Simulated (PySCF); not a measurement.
**Si3H7Br: geometry, electronic excitations**

Aim: predict the electronic excitations of Si3H7Br (`[SiH3][SiH2][SiH2]Br`).

Computed with PySCF 2.14.0, with density-fitted response routines of our own, on a single molecule in the gas phase. Atoms are numbered from 0 throughout.

**1. The starting structure**

11 atoms, charge 0, multiplicity 1; geometry from: GFN2-xTB. The atoms were then displaced at random by about 0.01 Å, so the start is not that level's minimum.

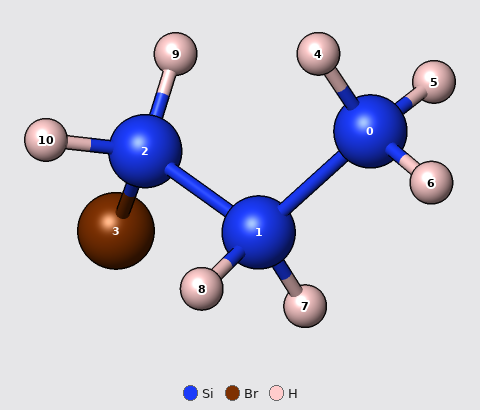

The starting geometry (silicon blue, bromine brown, hydrogen pink), atoms numbered.

**2. Geometry optimisation at PBE0-D3(BJ)/def2-SVP**

What the job is given:

```
{"job": {"xc": "PBE0", "basis": "def2-SVP", "d3": "d3bj", "grid": 1, "shake": 0.01, "kind": "geom"}, "charge": 0, "multiplicity": 1}
Si    -1.935370    -0.163560     0.660360
Si    -0.137360    -0.531210    -0.713800
Si     1.757510     0.644060    -0.114170
Br     3.636800    -0.626740    -0.292630
H     -2.197930     1.296750     0.764210
H     -1.735220    -0.643970     2.006790
H     -3.170150    -0.750360     0.142520
H      0.240620    -1.947030    -0.777300
H     -0.404090    -0.159920    -2.094280
H      1.842950     1.053190     1.306500
H      2.140350     1.802960    -0.903860
```

The run is started by

```console
OMP_NUM_THREADS=1 python probes_run.py task.json out
```

One launch serves the whole session: the jobs run in the order shown.

The log of the run:

```text
step   0  E = -3445.62021576  max force = 0.024262
step   1  E = -3445.62808999  max force = 0.004632
step   2  E = -3445.62862543  max force = 0.001803
step   3  E = -3445.62887032  max force = 0.001532
step   4  E = -3445.62895597  max force = 0.001792
step   5  E = -3445.62908207  max force = 0.000882
step   6  E = -3445.62912194  max force = 0.000356
step   7  E = -3445.62916833  max force = 0.000925
step   8  E = -3445.62921269  max force = 0.001317
step   9  E = -3445.62927245  max force = 0.001556
step  10  E = -3445.62933282  max force = 0.001582
step  11  E = -3445.62945833  max force = 0.001718
step  12  E = -3445.62954681  max force = 0.001821
step  13  E = -3445.62980361  max force = 0.001852
step  14  E = -3445.62993224  max force = 0.000988
step  15  E = -3445.62996944  max force = 0.000516
step  16  E = -3445.62999773  max force = 0.000637
step  17  E = -3445.63001439  max force = 0.000797
step  18  E = -3445.63002569  max force = 0.000533
step  19  E = -3445.63002945  max force = 0.000264
optimisation converged
```

It took 78 s on 1 thread of Intel Xeon 6975P-C, shared host; peak memory 0.52 GiB.

Relaxation path:

```csv
step,energy from step 0 (eV),largest force component (eV/Å)
0,0.0000,1.2476
1,-0.2143,0.2382
2,-0.2288,0.0927
3,-0.2355,0.0788
4,-0.2378,0.0921
5,-0.2413,0.0454
6,-0.2423,0.0183
7,-0.2436,0.0476
8,-0.2448,0.0677
9,-0.2464,0.0800
10,-0.2481,0.0813
11,-0.2515,0.0883
12,-0.2539,0.0936
13,-0.2609,0.0952
14,-0.2644,0.0508
15,-0.2654,0.0265
16,-0.2662,0.0328
17,-0.2666,0.0410
18,-0.2669,0.0274
19,-0.2670,0.0136
```

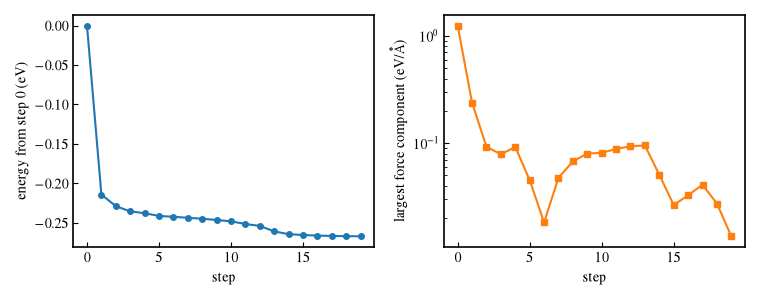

Energy and largest force along the relaxation.

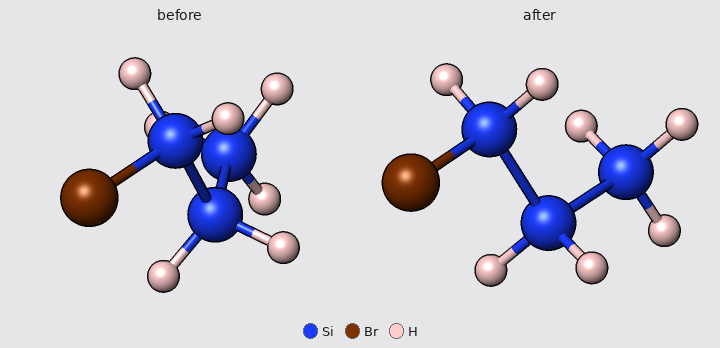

Before and after, at one scale.

Close pairs (by a distance rule), those that changed most:

```csv
bond,before (Å),after (Å),change (Å)
Si0–Si1,2.293,2.346,+0.054
Si0–H5,1.444,1.495,+0.052
Si1–H8,1.454,1.496,+0.042
Si2–H10,1.454,1.493,+0.039
Si2–Br3,2.276,2.237,-0.039
Si0–H6,1.462,1.494,+0.032
Si1–Si2,2.309,2.341,+0.032
Si1–H7,1.467,1.496,+0.029
```

The next job starts from the end point, and lists it.

```csv
at the end point,value
point group (found at 0.08 Å tolerance),C1
"rotational constants (GHz, main isotopes)","7.790, 0.590, 0.560"
dipole moment (D),1.57
```

**3. TDDFT and polarisability: PBE0/def2-TZVPD**

What the job is given:

```
{"job": {"kind": "uv", "xc": "PBE0", "basis": "def2-TZVPD"}, "charge": 0, "multiplicity": 1}
Si    -1.997310     0.263378    -0.238627
Si     0.101246    -0.724075    -0.594350
Si     1.728811     0.362244     0.689773
Br     3.659411    -0.731837     0.406713
H     -1.933792     1.706972    -0.623325
H     -2.346024     0.167630     1.212294
H     -3.059632    -0.412480    -1.043280
H      0.084265    -2.165943    -0.197596
H      0.498307    -0.611300    -2.032182
H      1.393885     0.350113     2.144538
H      1.928812     1.776432     0.255987
```

Level: TDDFT PBE0/def2-TZVPD, vertical, gas phase, core orbitals frozen in the response.

The log of the run:

```text
coarse grid: 43872 points
cycle   1  E = -3446.2261298484  dE = -1.218e+00  |g| = 3.130e-01  |ddm| = 2.470e+00
cycle   2  E = -3446.2303773472  dE = -4.247e-03  |g| = 1.999e-01  |ddm| = 4.040e-01
cycle   3  E = -3446.2374484296  dE = -7.071e-03  |g| = 6.231e-02  |ddm| = 2.183e-01
cycle   4  E = -3446.2385946196  dE = -1.146e-03  |g| = 8.635e-03  |ddm| = 5.776e-02
cycle   5  E = -3446.2386065347  dE = -1.192e-05  |g| = 2.229e-03  |ddm| = 9.396e-03
cycle   6  E = -3446.2386076330  dE = -1.098e-06  |g| = 3.537e-04  |ddm| = 2.599e-03
final grid: 86456 points
cycle   7  E = -3446.2385777817  dE = -6.067e-08  |g| = 3.255e-04  |ddm| = 3.514e-03
cycle   8  E = -3446.2385777872  dE = -5.524e-09  |g| = 3.207e-04  |ddm| = 6.172e-04
cycle   9  E = -3446.2385778046  dE = -1.734e-08  |g| = 2.365e-05  |ddm| = 2.587e-04
cycle  10  E = -3446.2385778047  dE = -1.255e-10  |g| = 6.061e-06  |ddm| = 2.343e-05
converged SCF energy = -3446.2385778047

Static polarisability (au): isotropic 115.629, principal 91.388 102.713 152.786

Singlet excitations
state   eV       nm        f      main configurations
  1   5.5234    224.5   0.11141   H->L 0.94
  2   6.0124    206.2   0.00667   H-1->L 0.97
  3   6.3589    195.0   0.00121   H->L+1 0.96
  4   6.5191    190.2   0.02046   H-2->L 0.64, H->L+2 0.32
  5   6.6566    186.3   0.07104   H->L+2 0.55, H-2->L 0.29, H->L+3 0.09
  6   6.7473    183.8   0.08213   H->L+3 0.79, H->L+2 0.08
  7   6.9654    178.0   0.02730   H->L+5 0.44, H->L+4 0.33, H-3->L 0.13
  8   6.9779    177.7   0.01030   H-3->L 0.49, H->L+5 0.36
  9   7.1060    174.5   0.15597   H->L+4 0.46, H-3->L 0.24, H->L+5 0.12
 10   7.1945    172.3   0.00932   H-1->L+1 0.55, H-1->L+2 0.32

Triplet excitations (Tamm-Dancoff, eV): 4.8748 5.6844 5.7479 5.8907
```

Run time: 24 s. Hardware: 1 thread of Intel Xeon 6975P-C, shared host; peak memory 0.94 GiB.

Frontier orbitals and where they lie:

```csv
orbital,eV,atoms
HOMO−3,-9.35,"Br3 43 %, Si2 19 %, Si1 17 %"
HOMO−2,-8.81,"Si1 29 %, Si0 25 %, Br3 12 %"
HOMO−1,-8.44,"Br3 76 %, Si2 15 %, H9 4 %"
HOMO,-7.80,"Br3 39 %, Si1 21 %, Si2 17 %"
LUMO,-1.14,"Si2 28 %, Br3 22 %, Si1 18 %"
LUMO+1,-0.25,"Si1 34 %, Si2 19 %, Si0 14 %"
LUMO+2,-0.21,"Si1 26 %, Si2 18 %, Si0 18 %"
```

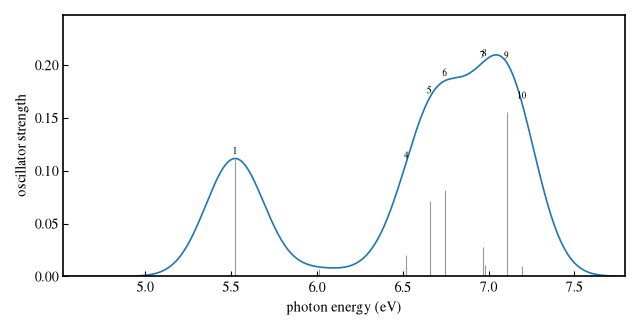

Absorption spectrum from the 10 singlet states computed; above the last one it falls off for lack of states. Lines are broadened to a width of 0.40 eV (Gaussian).

Ground-state properties from the same run:

```csv
property,computed
dipole moment (D),1.56
polarisability (Å³),17.13
HOMO–LUMO gap (eV),6.66
−ε(HOMO) (eV),7.80
```

**4. Summary of results**

```
                                quantity                        value
                             point group                           C1
    rotational constants (main isotopes)         7.79, 0.59, 0.56 GHz
        lowest singlet (PBE0/def2-TZVPD)  5.52 eV (224 nm), f = 0.111
brightest single state of those computed  state 9, 7.11 eV, f = 0.156
                          lowest triplet                      4.87 eV
```

**Reading.** Relaxing lowered the energy by 0.267 eV in 19 steps; the close pair that moved most is Si0–Si1, from 2.293 to 2.346 Å. The lowest singlet, at 5.52 eV, is HOMO→LUMO 0.94 and is bright; of the 10 states computed, the strongest absorption comes from state 9 at 7.11 eV. The lowest triplet lies 0.65 eV below the lowest singlet (triplets in Tamm-Dancoff, singlets in full TDDFT).
